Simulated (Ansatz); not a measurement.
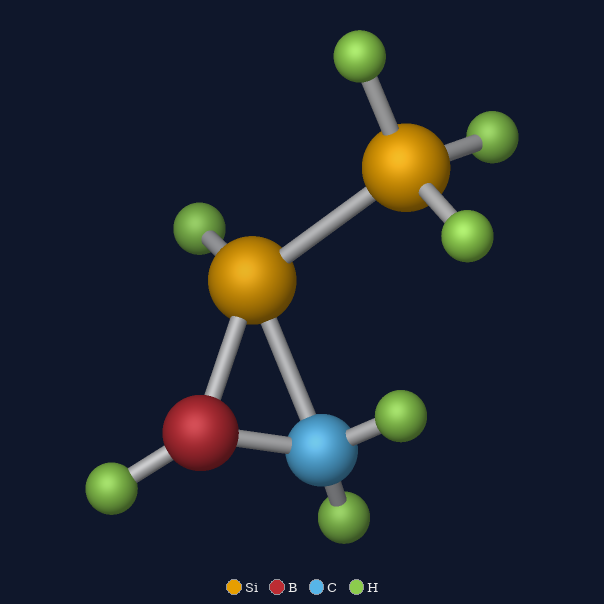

The computed structure is the end point of a PBE-D4/def2-SVP optimisation. No frequency run is at hand to confirm it as a minimum.

Give the structural formula.

SMILES: [SiH3][Si@@H]1BC1

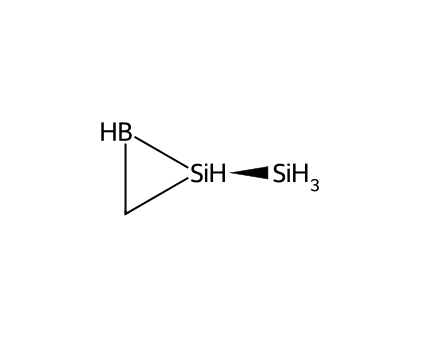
